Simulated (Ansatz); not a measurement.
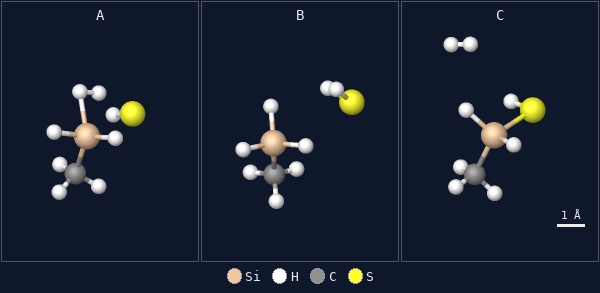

3 geometries from a converged minimum-energy path of CH8SSi, made up at the start of CH6Si and H2S, shuffled. Style: ball-and-stick. Shown from a free direction.

Level of theory: Ansatz 0.2.0, RKS PBE0/6-31G*. Settings: 9 movable images; climbing image; force threshold 0.05 eV/Å; iteration limit 40; starting path through a guess of the saddle point.

Which frame is the top of the path?

A. In order along the path, whose images run from 0 to 10: B (image 0, 0.00 eV), A (image 4, +2.24 eV), C (image 8, −0.36 eV). Breaking: H–S (1.35 → 3.85 Å), H–Si (1.49 → 3.85 Å). Forming: H–H (2.77 → 0.74 Å), S–Si (4.24 → 2.15 Å).

Limits of the set-up: the start holds two separate molecules, 2.8 Å apart at their closest, whose relative position is a soft coordinate and is computed without a dispersion correction.

Cost: 15 min on 1 thread of Arm Neoverse V1 (shared host), peak memory 0.14 GiB.
